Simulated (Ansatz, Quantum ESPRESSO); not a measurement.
# Lattice dynamics of CdF2 (Fm-3m) in two programs, part 4 of 4

Aim: the phonon dispersion of CdF2 (Fm-3m), checked by a second program.

Quantum ESPRESSO 7.5; DFT LDA, scalar-relativistic, plane waves, GBRV ultrasoft pseudopotentials.

So far. Step 9 (Modes with the sum rule): The rule also moves an optical mode by 0.3 cm⁻¹. Step 11 (Modes along a direction of q (1 0 0)): The field moves one mode, from 240 to 390 cm⁻¹; the others stay.

### Step 13. A second program

The same cell goes through another code, with its own cutoff. It uses its own PAW datasets, so the potentials differ. Its k mesh is centred on Γ.

This step: DFT LDA, scalar-relativistic, plane waves, PAW (Ansatz 0.2.0).

input.yaml reads:

```yaml
crystal:
  lattice:
    - [-2.6537491455, 0.0, 2.6537491455]
    - [0.0, 2.6537491455, 2.6537491455]
    - [-2.6537491455, 2.6537491455, 0.0]
  atoms:
    - { symbol: Cd, position: [0.0, 0.0, 0.0] }
    - { symbol: F, position: [0.75, 0.75, 0.75] }
    - { symbol: F, position: [0.25, 0.25, 0.25] }
kpoints:
  mp_grid: { grid: [8, 8, 8] }
hamiltonian:
  xc: lda
scf:
  occupations: { method: fixed }
output:
  eigenvalues: true
phonons:
  method: dfpt
  dielectric: true
  rigid_motions: translations
  qmesh: [4, 4, 4]
  temperatures: { t_max: 1000, t_step: 50 }
  qpath:
    path:
      - [[0.0, 0.0, 0.0], [0.0, 0.5, 0.5], [0.0, 0.625, 0.375]]
      - [[-0.375, 0.375, 0.0], [0.0, 0.0, 0.0], [0.0, 0.5, 0.0], [-0.25, 0.5, 0.25], [0.0, 0.5, 0.5]]
    npoints: 12
```

Run with:

```
> ansatz run input.yaml --threads 4 --pin off --max-ram 8192MiB --backend cpu --events-out ev --progress --plain --runs-dir out
```

Numbers of over 12 decimals in the logs are rounded to 6 here.

The log of the run:

```text
Warning: phonons: the dynamical matrix that this run interpolates holds no multipole term above the dipole-dipole one, and a site of this crystal is no centre of inversion, so its interpolated transverse optical and acoustic branches and sound speeds can stay off near Gamma, and the density of states and the thermodynamics with them. What a run solves at a wave vector of phonons.qpoints, Gamma apart, where the deck admits one, is free of this, and under fd what a larger phonons.supercell samples
Engine: ansatz 0.2.0, x86_64-unknown-linux-gnu
Pseudopotentials: kind: paw
Pseudopotential: Cd, paw, valence charge 20, recommended cutoff 420 eV (normal), Cd.paw.azcp
Pseudopotential: F, paw, valence charge 7, recommended cutoff 420 eV (normal), F.paw.azcp
Functional definition: SPW92
  exchange = slater_x
  correlation = pw_c
Crystal: 3 atoms, lattice volume = 37.377 Å³
Basis set: ecut = 420 eV, 725 PW (Γ), exchange–correlation on 54×54×54 points (8 copies of the dense FFT grid, shifted against one another)
Bands: 21, of which v1, the nominal top of the filled ones, is band 17 counted from 1 (16 counted from 0)
Symmetry: 48 space group operations
k-points: 95 of 512 (irreducible under 4 space group operations, time reversal used)
Non-local potential: Cd, projectors of the file, l = 0: 3, l = 1: 2, l = 2: 2, l = 3: 1
Non-local potential: F, projectors of the file, l = 0: 2, l = 1: 2, l = 2: 1
PAW form: soft (Blöchl's): semilocal exchange-correlation on the pseudo side does not see the compensation charge
PAW frozen core: Cd, regenerated for the run's functional, and the local potential with it (the file was generated under x = pbe(κ = 0.804, μ = 0.219515), c = pbe(β = 0.066725))
PAW frozen core: F, regenerated for the run's functional, and the local potential with it (the file was generated under x = pbe(κ = 0.804, μ = 0.219515), c = pbe(β = 0.066725))
PAW one-centre angular grid: Cd, 590 points (default); XC on 64 Gauss nodes
PAW one-centre angular grid: F, 110 points (default); XC on 64 Gauss nodes
Initial density: superposition of atomic densities (neutral atoms: chi_scale 0, normalization atom), corrected by the library's trained network
Initial wavefunctions: pseudopotential atomic-orbital guess
Functional: x = slater, c = lda
SCF iter   1: F=—  HF=-9706.395573 eV  |F-HF|=—  |Δ(HF+E_count)|=         —  Δρ=2.36e-2  dr2=1.47e-1  ethr=1.77e-3  ⟨swp⟩=4.1  Hψ=7139  notcnv=0  defer=144
preconditioner: auto → none  [insulator: Δε(μ)=2.693 eV  Ē_g=16.391 eV  n_scr=14 (ndim 8)  ℏωp=31.0 eV  f_vac=0.123  ε∞_Penn≈4.6]
SCF iter   2: F=—  HF=-9706.359684 eV  |F-HF|=—  |Δ(HF+E_count)|=   3.59e-2  Δρ=1.22e-2  dr2=2.70e-2  ethr=4.32e-4  ⟨swp⟩=2.0  Hψ=4185  notcnv=0  defer=185
SCF iter   3: F=—  HF=-9706.351174 eV  |F-HF|=—  |Δ(HF+E_count)|=   8.51e-3  Δρ=2.04e-3  dr2=7.29e-4  ethr=7.93e-5  ⟨swp⟩=2.0  Hψ=3413  notcnv=0  defer=188
SCF iter   4: F=—  HF=-9706.350943 eV  |F-HF|=—  |Δ(HF+E_count)|=   2.31e-4  Δρ=8.56e-4  dr2=8.68e-5  ethr=2.14e-6  ⟨swp⟩=1.7  Hψ=2203  notcnv=0  defer=174
SCF iter   5: F=—  HF=-9706.350905 eV  |F-HF|=—  |Δ(HF+E_count)|=   3.77e-5  Δρ=2.96e-5  dr2=1.60e-7  ethr=2.55e-7  ⟨swp⟩=2.0  Hψ=3230  notcnv=0
SCF iter   6: F=—  HF=-9706.350905 eV  |F-HF|=—  |Δ(HF+E_count)|=   7.64e-7  Δρ=4.15e-6  dr2=3.31e-9  ethr=4.72e-10  ⟨swp⟩=2.3  Hψ=2928  notcnv=0
SCF iter   7: F=-9706.350905 eV  HF=-9706.350905 eV  |F-HF|=1.82e-12  |Δ(HF+E_count)|=  3.17e-10  Δρ=2.10e-7  dr2=6.90e-12  ethr=1.00e-12  ⟨swp⟩=6.9  Hψ=10497  notcnv=0
SCF 1 converged in 7 iterations: F = -9706.350905 eV  dr2 = 6.90e-12
  greatest PAW one-centre occupation: 1.000 electrons in one spin orbital (limit 2), on the Cd atom at site 0 (counted from 0), in its partial waves of l = 0
DFPT response loops at Γ: preconditioner auto → none (the input reference at scf.mixing.eps_inf says where Resta's filter doesn't serve); β = 0.50; Broyden in place of MSR1
NSCF: frozen V_eff on 29 k-points
NSCF: frozen V_eff on 576 k-points
DFPT response loops at q = (0, 0, 0.25) (fractional): mixed as the last ones told, above
NSCF: frozen V_eff on 300 k-points
DFPT response loops at q = (0, 0, -0.5) (fractional): preconditioner auto → Resta (q_TF=auto, 2.686 Å⁻¹)  ε∞=4.5 (no band partly filled); β = 1.00, the filter's whole step (`scf.mixing.beta` (0.50) is not read by the response loops at its default; to damp them type it under 1.00, their step now; it binds the ground state too); Broyden in place of MSR1
NSCF: frozen V_eff on 328 k-points
DFPT response loops at q = (0, 0.25, 0.25) (fractional): preconditioner auto → none (the input reference at scf.mixing.eps_inf says where Resta's filter doesn't serve); β = 0.50; Broyden in place of MSR1
NSCF: frozen V_eff on 1024 k-points
DFPT response loops at q = (0, 0.25, -0.5) (fractional): preconditioner auto → Resta (q_TF=auto, 2.686 Å⁻¹)  ε∞=4.5 (no band partly filled); β = 1.00, the filter's whole step (`scf.mixing.beta` (0.50) is not read by the response loops at its default; to damp them type it under 1.00, their step now; it binds the ground state too); Broyden in place of MSR1
NSCF: frozen V_eff on 576 k-points
DFPT response loops at q = (0, 0.25, -0.25) (fractional): preconditioner auto → none (the input reference at scf.mixing.eps_inf says where Resta's filter doesn't serve); β = 0.50; Broyden in place of MSR1
NSCF: frozen V_eff on 190 k-points
DFPT response loops at q = (0, -0.5, -0.5) (fractional): preconditioner auto → Resta (q_TF=auto, 2.686 Å⁻¹)  ε∞=4.5 (no band partly filled); β = 1.00, the filter's whole step (`scf.mixing.beta` (0.50) is not read by the response loops at its default; to damp them type it under 1.00, their step now; it binds the ground state too); Broyden in place of MSR1
NSCF: frozen V_eff on 328 k-points
DFPT response loops at q = (0.25, -0.5, -0.25) (fractional): mixed as the last ones told, above
SCF converged after 7 iterations
Free energy (F): -9706.350905 eV
Harris-Foulkes:  -9706.350905 eV  (|F-HF|=1.82e-12)
Internal energy: -9706.350905 eV  (E = F + TS)
E sigma→0 (E₀):  -9706.350905 eV
Fermi energy:    6.716218 eV
--- Per-component energies (eV) ---
  E_band       = -469.987002
  E_kinetic    = 916.164294
  E_local      = -4144.657539  (includes V_loc(G=0)·N_el)
  E_nonlocal   = 196.161650
  E_hartree    = 1832.441709
  E_xc         = -330.335973
  E_vxc        = -421.806700  (∫ρ·V_xc dr)
  E_paw        = -4325.722100  (= ΣΔE_a)
  E_vpaw       = -680.736195  (= ΣTr[D̂ρ^β])
  E_aug_tail   = 0.004100  (compensation charges beyond the density's cutoff)
  E_ewald      = -3851.400117
  E_core_change = 0.993072  (= ΣΔE_core)
  E_smearing   = -0.000000  (= −TS)
  E_closure    = 0.000000  (closes the sum)
  Σ components = -9706.350905   (vs F -9706.350905, Δ=0.00e0)
--- Band table (eV; the first three rows and the last of 95) ---
  k-point 0: bands = [... 13 lower, 5.5778, 6.3019, 6.3019, 6.3019, 9.6881, 19.2291, 19.2291, 19.2291]
  k-point 1: bands = [... 13 lower, 5.4835, 6.1514, 6.2946, 6.2946, 10.3005, 18.5026, 19.4830, 19.4830]
  k-point 2: bands = [... 13 lower, 5.1923, 5.5498, 6.3104, 6.3104, 11.6617, 17.3261, 20.1441, 20.1441]
  k-point 94: bands = [... 13 lower, 3.5622, 6.0858, 6.6193, 6.6193, 14.8223, 16.3348, 18.2799, 21.0396]
--- Phonons (Γ-DFPT): 2 representative perturbations + reference, on 95 of 512 k-points (Σ response iterations 8) ---
  k mesh reduced under 4 symmetry operations, with k and −k counted as one. Each operation leaves every solved perturbation unchanged. A smaller set is not considered because the run solves the response to a homogeneous field
  ASR residual: 5.019e-5 → 0.000e0 eV/Å²; symmetrization residual: 4.911e-7 eV/Å²
  ASR residual per site (eV/Å²): 5.02e-5 4.95e-5 4.95e-5
  Γ frequencies (cm⁻¹): 0.00 0.00 0.00 233.02 233.02 233.02 315.43 315.43 315.43
  ε∞ (high-frequency dielectric tensor):
        2.935291    -0.000000    -0.000000
        0.000000     2.935291     0.000000
        0.000000     0.000000     2.935291
  ε⁰ (static dielectric tensor: ions relaxed, cell fixed):
        8.101628     0.000000    -0.000000
        0.000000     8.101628     0.000000
       -0.000000     0.000000     8.101628
  ε⁰ − ε∞ (ionic part):
        5.166338     0.000000    -0.000000
        0.000000     5.166338     0.000000
       -0.000000     0.000000     5.166338
  softest optical mode at Γ: 233.02 cm⁻¹; the repairs (sum rule, projections) moved no ω² at Γ by more than (0.88 cm⁻¹)²
  Born effective charges Z* (e; rows j = field, columns β = displacement):
    site 0:
         2.45992   -0.00000    0.00000
         0.00000    2.45992    0.00000
         0.00000    0.00000    2.45992
    site 1:
        -1.22996    0.00000    0.00000
        -0.00000   -1.22996   -0.00000
         0.00000    0.00000   -1.22996
    site 2:
        -1.22996    0.00000    0.00000
        -0.00000   -1.22996   -0.00000
        -0.00000    0.00000   -1.22996
  Z* charge neutrality: 2.592e-5 e pre-enforcement
  k-mesh period / interband length: 30.0 Å / 1.36 Å = 22.07 at k = (0.0000, 0.0000, 0.0000), direct gap 3.386 eV — 14 or more, which is no proof of convergence
  optical modes at Γ without the LO–TO term, one row a degenerate level:
      ω (cm⁻¹)  modes    IR ((D/Å)²/amu)
        233.02      3            14.7482
        315.43      3             0.0000
  optical modes at Γ + LO–TO along q̂ = [1.0000, 0.0000, 0.0000]:
      ω (cm⁻¹)  modes    IR ((D/Å)²/amu)
        233.02      2             9.8321
        315.43      3             0.0000
        387.13      1             4.9161
  optical modes at Γ + LO–TO along q̂ = [0.0000, 1.0000, 0.0000]:
      ω (cm⁻¹)  modes    IR ((D/Å)²/amu)
        233.02      2             9.8321
        315.43      3             0.0000
        387.13      1             4.9161
  optical modes at Γ + LO–TO along q̂ = [0.0000, 0.0000, 1.0000]:
      ω (cm⁻¹)  modes    IR ((D/Å)²/amu)
        233.02      2             9.8321
        315.43      3             0.0000
        387.13      1             4.9161
--- Phonons (arbitrary-q DFPT): 8 irreducible q on the 4×4×4 mesh ---
  q = [0.0000, 0.0000, 0.0000] (star 1, of the zone-centre solve; hermiticity 1.35e-7, symmetrization 1.93e-8): -0.00 -0.00 -0.00 233.02 233.02 233.02 315.43 315.43 315.43
  q = [0.0000, 0.0000, 0.2500] (star 8, 2 solved perturbations on 288 of 512 k-point pairs; hermiticity 7.72e-7, symmetrization 4.43e-13): 63.73 63.73 123.47 244.72 244.72 308.03 308.03 309.81 375.48
  q = [0.0000, 0.0000, -0.5000] (star 4, 2 solved perturbations on 150 of 512 k-point pairs; hermiticity 6.42e-7, symmetrization 1.55e-12): 87.96 87.96 184.73 262.92 262.92 294.83 294.83 304.41 358.04
  q = [0.0000, 0.2500, 0.2500] (star 6, 4 solved perturbations in 528 linear systems a pass and spin channel, the states on 164 of 512 k-point pairs; hermiticity 3.85e-7, symmetrization 1.71e-13): 60.64 60.64 148.10 200.66 200.66 243.08 341.66 341.66 396.98
  q = [0.0000, 0.2500, -0.5000] (star 24, 4 solved perturbations in 1600 linear systems a pass and spin channel, the states on 512 of 512 k-point pairs; hermiticity 6.44e-7, symmetrization 7.28e-14): 95.52 120.97 168.65 183.36 199.54 226.39 340.83 345.71 394.28
  q = [0.0000, 0.2500, -0.2500] (star 12, 4 solved perturbations in 904 linear systems a pass and spin channel, the states on 288 of 512 k-point pairs; hermiticity 7.91e-7, symmetrization 1.53e-13): 90.60 101.28 159.62 179.83 250.50 283.83 303.93 334.57 386.03
  q = [0.0000, -0.5000, -0.5000] (star 3, 4 solved perturbations in 308 linear systems a pass and spin channel, the states on 95 of 512 k-point pairs; hermiticity 6.12e-7, symmetrization 5.13e-13): 109.98 109.98 112.53 152.04 152.04 197.83 362.13 362.13 410.23
  q = [0.2500, -0.5000, -0.2500] (star 6, 4 solved perturbations in 502 linear systems a pass and spin channel, the states on 164 of 512 k-point pairs; hermiticity 8.54e-7, symmetrization 9.89e-13): 113.96 132.76 135.04 156.85 156.85 288.65 288.65 373.08 400.78
  sum rule: each row above includes the acoustic sum rule's correction from the zone centre's row sums; it moved no ω² by more than (0.84 cm⁻¹)²
  mesh force constants: q→R imaginary residual 3.86e-18; ASR residual 5.019e-5 → 0.000e0 eV/Å²; symmetrization residual 7.105e-15 eV/Å²
  interpolated dispersion: 75 rows × 9 modes
  density of states and harmonic sums: on the 20×20×20 q-mesh, interpolated from the force constants of a 4×4×4 supercell (with the dipole–dipole term)
  largest difference from the sums on the solved wave vectors: F 1.22e-2 eV, S 1.62e-5 and C_V 3.99e-6 eV/K
  zero-point energy: 0.127670 eV/cell   skipped modes (ω ≤ 0): 3   left out of the sums: 4.17e-5 of the cell's modes: C_V's classical limit lies that fraction below 3 k_B per atom; for a crystal, a wire or a layer, F and S can be off by more, and a phonons.interpolated_qmesh denser along its periods is the remedy for the sampling
```

The job ended after 4.4 min (4 threads of Intel Xeon Platinum 8559C (Emerald Rapids), shared host; peak memory 1.2 GiB).

Numbers from this step:

```
gap on the k-mesh                                                  : 2.972 eV
sum-rule residual before enforcement                               : 5.02e-5 eV/Å²
miss of the charge sum rule                                        : 2.59e-5 e
lowest frequency on the path                                       : 0 cm⁻¹
mean frequency                                                     : 228.8 cm⁻¹
Debye temperature (second moment)                                  : 467 K
logarithmic mean frequency                                         : 201.6 cm⁻¹
highest optical zone-centre mode (no LO-TO term)                   : 315.4 cm⁻¹
lowest optical zone-centre mode                                    : 233.0 cm⁻¹
mean high-frequency dielectric constant                            : 2.935
largest Born charge in size (third of the trace)                   : 2.460 e
mean static dielectric constant                                    : 8.102
highest mode moved by the LO-TO term                               : 387.1 cm⁻¹
lowest mode on the q mesh (acoustic ones at the zone centre apart) : 60.64 cm⁻¹
```

Transverse modes. Lines of the infrared spectrum (strongest = 100):

| position (cm⁻¹) | label | IR intensity ((D/Å)²/amu), degenerate modes summed, relative |
| --- | --- | --- |
| 233 | T1u | 100 |
| 315 | T2g | 0.0 |

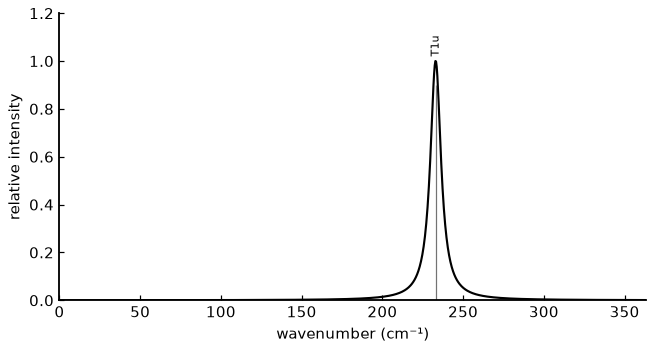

The infrared spectrum, broadened with Lorentzians of width 8 cm⁻¹; bars mark the lines.

### Step 14. Side by side: QE GBRV and Ansatz, PAW

Numbers from this step:

```
root-mean-square difference             : 3.96 cm⁻¹
largest difference                      : 8.96 cm⁻¹
root-mean-square difference on the path : 4.3 cm⁻¹
largest difference on the path          : 9.7 cm⁻¹
```

The 12 of 72 modes that differ most. Frequencies side by side:

| q (reciprocal lattice) | mode | QE GBRV (cm⁻¹) | Ansatz, PAW (cm⁻¹) |
| --- | --- | --- | --- |
| 0 0 0 | 1 | -9.16 | 0 |
| 0 0 0 | 2 | -9.16 | 0 |
| 0 0 0 | 3 | -9.16 | 0 |
| 0 0 0 | 4 | 239.4 | 233 |
| 0 0 0 | 5 | 239.4 | 233 |
| 0 0 0 | 6 | 239.4 | 233 |
| 0 0.25 0.25 | 4 | 206.6 | 200.7 |
| 0 -0.5 -0.5 | 3 | 121.5 | 112.5 |
| 0 -0.5 -0.5 | 4 | 159.1 | 152 |
| 0 -0.5 -0.5 | 5 | 159.1 | 152 |
| 0.25 -0.5 -0.25 | 2 | 140.9 | 132.8 |
| 0.25 -0.5 -0.25 | 3 | 142.5 | 135 |

The two runs side by side. Further quantities:

| quantity | QE GBRV | Ansatz, PAW |
| --- | --- | --- |
| mean ε∞ | 2.927 | 2.935 |
| largest Born charge in size (e; the first before, the second after the charge sum rule) | 2.449 | 2.46 |

At the solved wavevectors the largest difference (acoustic modes at Γ apart) is 2 % of the highest mode, but 7 % of the mode at 121 cm⁻¹ on which it sits.

### Step 15. What came out

```
space group after relaxation                                       : Fm-3m
volume per atom                                                    : 12.5 Å³
gap on the k-mesh                                                  : 2.91 eV
highest optical zone-centre mode (no LO-TO term)                   : 318.2 cm⁻¹
lowest optical zone-centre mode                                    : 239.8 cm⁻¹
highest mode moved by the LO-TO term                               : 390.4 cm⁻¹
mean high-frequency dielectric constant                            : 2.93
largest Born charge in size (third of the trace)                   : 2.45 e
mean static dielectric constant                                    : 7.76
q mesh                                                             : 4×4×4
lowest mode on the q mesh (acoustic ones at the zone centre apart) : 61.7 cm⁻¹
zero-point energy per atom                                         : 43.2 meV
heat capacity at 300 K                                             : 22.2 J/(mol atoms K)
vibrational entropy at 300 K                                       : 26.8 J/(mol atoms K)
imaginary modes on the q mesh                                      : none
largest difference from Ansatz, PAW                                : 8.96 cm⁻¹
```

In words: CdF2 (Fm-3m) is dynamically stable on the 4×4×4 mesh; its spectrum reaches 413 cm⁻¹. At the LDA level the optical modes of CdF2 (Fm-3m) at the zone centre (no LO-TO term) run from 240 to 318 cm⁻¹. Along the directions run, the highest mode that the macroscopic field moves lies at 390 cm⁻¹. Lattice motion raises the mean dielectric constant from 2.927 to 7.761. The Born charge of Cd is 2.449 e against a formal charge of +2, somewhat above it. Of the 6 optical modes, 3 are infrared active alone and 3 are Raman active alone; inversion symmetry keeps the two sets apart. QE GBRV and Ansatz, PAW differ by 4.0 cm⁻¹ in the root mean square and by 9.0 cm⁻¹ at most, 2.2 % of the highest mode compared (acoustic modes at Γ left out; ph.x's values are those before the sum rule); the two use different potentials, and the cell was not relaxed for the second set. These are harmonic frequencies at zero temperature: anharmonic shifts and linewidths and thermal expansion are left out. The LDA runs differ in the fit of the correlation energy, Perdew-Zunger in some and Perdew-Wang in others.

[Host names and launcher messages were left out of these logs when they were recorded.]

[Logs are printed without paths, hosts, clocks, repeated set-up lines and the standing remarks that a program may print on its own settings, such as how far it seeks lower states.]

[Hosts, paths, dates, database ids (printed as entryN), source tags and the programs' standing remarks are cut or masked in the printed files.]
